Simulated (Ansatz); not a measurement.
# The cluster Cu₂Te: structure and electronic state

Aim: characterise the cluster Cu₂Te as a singlet: its structure, frontier levels and distribution of charge.

Method: RKS PBE0-D4/def2-TZVP; program: Ansatz 0.2.0, Gaussian basis.

The runs, in order: a search for the lowest solution at PBE0-D4/def2-SVP; a single point at PBE0-D4/def2-TZVP.

4 further runs of the same task are left out: 4 set aside as unsound or not needed.

## (1) The structure

The singlet was relaxed beforehand with B3LYP-D4/def2-TZVP. At that level it is the lowest of the isomers that a small search found.

3 atoms, charge 0, spin multiplicity 1.

Atoms are counted from 1 here; the program's logs count them from 0.

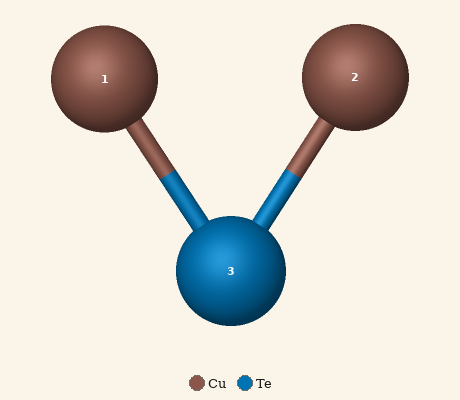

The geometry (copper brown, tellurium blue); atoms are numbered from 1 in the order of the file.

Te takes a core potential in the def2 sets. No spin-orbit coupling is included.

Bonds by kind at the end (by distance):

| bond | count | shortest (Å) | longest (Å) |
| --- | --- | --- | --- |
| Cu–Te | 2 | 2.423 | 2.423 |

## (2) Searching for the lowest solution, PBE0-D4/def2-SVP

start.molden holds the orbitals of an earlier run on this state, given as this run's starting guess.

The input, in.yaml:

```yaml
crystal:
  periodic: [false, false, false]
  atoms:
    - {symbol: Cu, position_ang: [-0.249949, 0.410622, -1.404496]}
    - {symbol: Cu, position_ang: [1.011947, 0.593620, 0.909554]}
    - {symbol: Te, position_ang: [-0.761998, -1.004242, 0.494952]}
basis:
  gaussian: {orbitals: def2-SVP, initial_orbitals: start.molden}
hamiltonian: {xc: pbe0, dispersion: d4}
output: {orbitals: {seedname: orbitals}}
```

Run with:

```sh
ansatz run in.yaml --threads 2 --pin off --events-out ev --progress --plain --max-ram 4352MiB
```

Log:

```text
Functional definition: PBE0
  name "PBE0"
  cite "Adamo & Barone, J. Chem. Phys. 110, 6158 (1999) doi:10.1063/1.478522"
  cite "Perdew, Burke & Ernzerhof, Phys. Rev. Lett. 77, 3865 (1996) doi:10.1103/PhysRevLett.77.3865"
  parent pbe
  parameter a = 0.25
  parameter kappa = 0.804
  parameter beta = 0.06672455060314922
  exchange = (1 - a)*pbe_x(kappa = kappa, mu = beta*pi^2/3) + a*exact_x
  correlation = pbe_c(beta = beta)
1028 factors; integrals over basis functions are off by at most 7.1e-4 eV
mean field evaluation 1: about -96549.7140 eV, gradient 3.4e1 eV
mean field evaluation 2: about -96550.2688 eV, gradient 9.0e-1 eV
mean field evaluation 4: about -96550.3672 eV, gradient 3.5e-1 eV
mean field evaluation 8: about -96550.3678 eV, gradient 2.1e-5 eV
mean field evaluation 16: about -96550.3677 eV, gradient 2.0e-1 eV
mean field -96550.36780621 eV, -3548.1605726884 hartree, gradient 2.1e-5 eV, S^2 0.000000; 1 other end points of the search recorded, 0 dependent functions left out
reference -96550.36784176 eV, -3548.1605739947 hartree; 41, 41 occupied and 47, 47 virtual orbitals, 1028 factors
Total energy: -96550.46516132 eV, -3548.1641504225 hartree
```

Wall time 2.9 s (2 threads of Arm Neoverse V2, shared host).

From the report: HOMO -5.08 eV, LUMO -2.22 eV.

## (3) Single point, PBE0-D4/def2-TZVP

Changes to in.yaml since step 2:

```diff
@@ -7,4 +7,5 @@
 basis:
-  gaussian: {orbitals: def2-SVP, initial_orbitals: start.molden}
+  gaussian: {orbitals: def2-TZVP, initial_orbitals: start.molden}
 hamiltonian: {xc: pbe0, dispersion: d4}
+scf: {omitted_lower_state_checks: [starts]}
 output: {orbitals: {seedname: orbitals}}
```

Launched as before.

Log:

```text
Functional definition: PBE0
  name "PBE0"
  cite "Adamo & Barone, J. Chem. Phys. 110, 6158 (1999) doi:10.1063/1.478522"
  cite "Perdew, Burke & Ernzerhof, Phys. Rev. Lett. 77, 3865 (1996) doi:10.1103/PhysRevLett.77.3865"
  parent pbe
  parameter a = 0.25
  parameter kappa = 0.804
  parameter beta = 0.06672455060314922
  exchange = (1 - a)*pbe_x(kappa = kappa, mu = beta*pi^2/3) + a*exact_x
  correlation = pbe_c(beta = beta)
these checks for a lower state are left out or cut short: starts
1426 factors; integrals over basis functions are off by at most 4.4e-4 eV
mean field evaluation 1: about -96562.0267 eV, gradient 1.2e2 eV
mean field evaluation 2: about -96563.7550 eV, gradient 4.4e0 eV
mean field evaluation 4: about -96564.0054 eV, gradient 5.4e-1 eV
mean field evaluation 8: about -96564.0069 eV, gradient 3.4e-5 eV
mean field -96564.00692568 eV, -3548.6618010839 hartree, gradient 3.4e-5 eV, S^2 0.000000; 0 other end points of the search recorded, 0 dependent functions left out
reference -96564.00695485 eV, -3548.6618021561 hartree; 41, 41 occupied and 99, 99 virtual orbitals, 1426 factors
Total energy: -96564.10427441 eV, -3548.6653785839 hartree
Checks for a lower state left out: starts
```

Run time: 4.1 s. Hardware: 2 threads of Arm Neoverse V2, shared host.

HOMO -5.45 eV, LUMO -2.56 eV.

Mulliken charges, from this run's orbitals:

| atom | value (e) |
| --- | --- |
| Cu1 | 0.18 |
| Cu2 | 0.18 |
| Te3 | -0.36 |

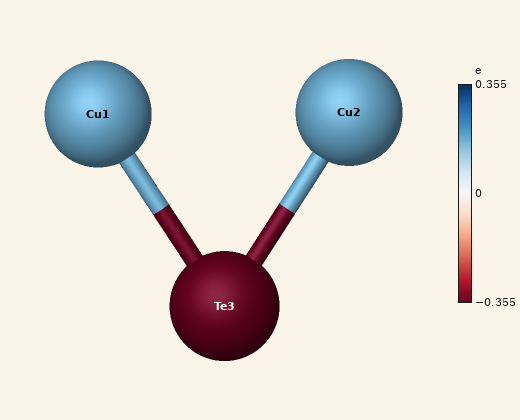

Mulliken charges, from this run's orbitals, as colours on the atoms.

Largest Mayer bond orders: Cu1–Te3 1.08; Cu2–Te3 1.08; Cu1–Cu2 0.22.

The fields below are evaluated on a grid from the run's orbitals.

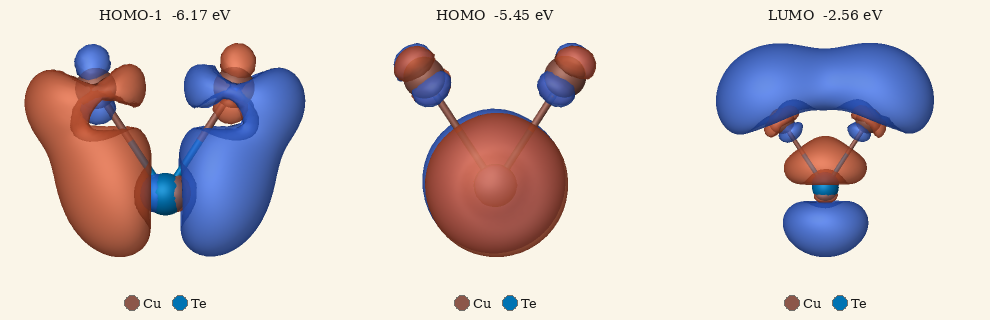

PBE0-D4/def2-TZVP orbitals near the gap, drawn at the value that encloses 70 % of each; the two colours are the two signs.

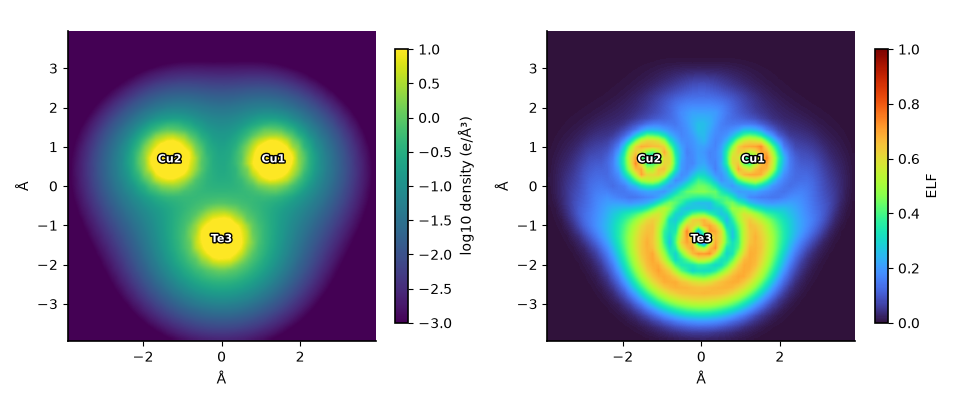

Density (left) and ELF (right) in a plane through or near 3 of the atoms.

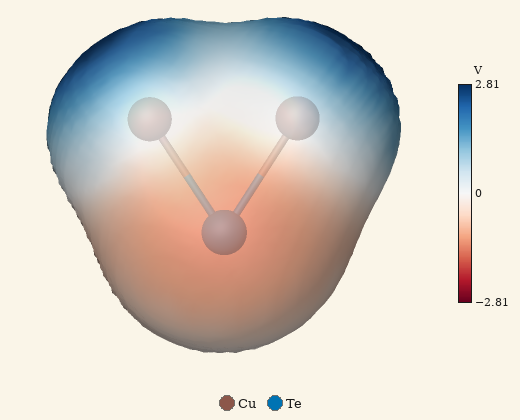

The potential that a unit positive charge feels on the 0.002 e/bohr³ surface, from the 1st to the 99th percentile, from -1.32 V near Te3 to 2.81 V near Cu1.

## (4) What came out

| quantity | value |
| --- | --- |
| point group | C2v |
| commonest bond | Cu–Te, 2 of mean length 2.423 Å |
| HOMO, LUMO at PBE0-D4/def2-TZVP | -5.45, -2.56 eV |

**Reading.** No usable vibrations, so a minimum isn't proven. The HOMO lies nearest to Te3 79 %; Cu1, Cu2 about 10 % each and the LUMO to Cu1, Cu2 about 37 % each; Te3 26 %. Whether this spin is the lowest isn't tested here.
